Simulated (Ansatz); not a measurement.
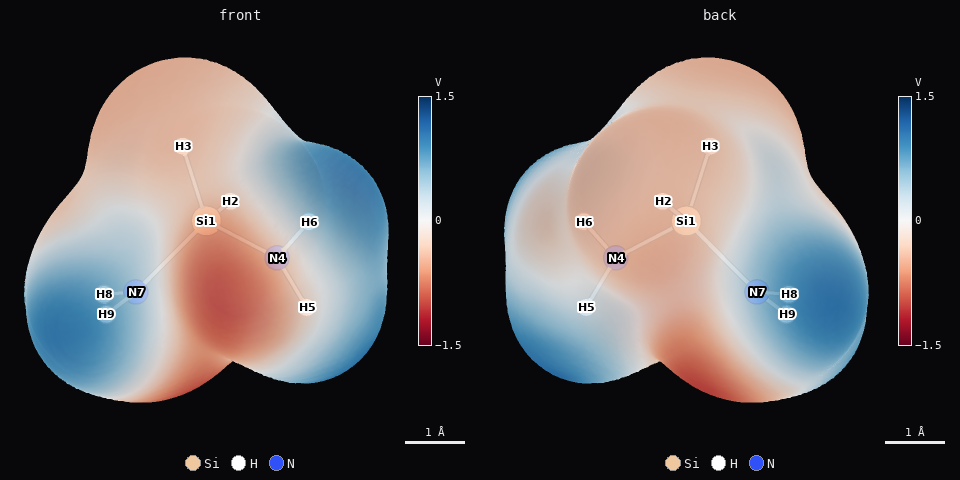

Figure. H6N2Si. The molecular electrostatic potential painted on the density surface at 0.001 e/bohr³, seen from the front and from behind; the colour scale runs from red (negative) to blue (positive).

All numbers below come from RKS B3LYP-D4/def2-SVP in Ansatz.

```xyz
9

Si   -0.1001    0.0029   -0.0148
H    -0.1896   -0.1153    1.4768
H     1.3520    0.1302   -0.3652
N    -0.8131    1.3914   -0.7561
H    -1.7989    1.6036   -0.6401
H    -0.2652    2.2287   -0.9237
N    -0.9448   -1.3961   -0.5767
H    -1.0049   -2.2306   -0.0028
H    -1.0011   -1.6149   -1.5663
```

Describe the electrostatic potential map.

The most negative region (about −1.0 V) lies over N4 and N7, the most positive (about +1.1 V) over H5, H6, H8 and H9.
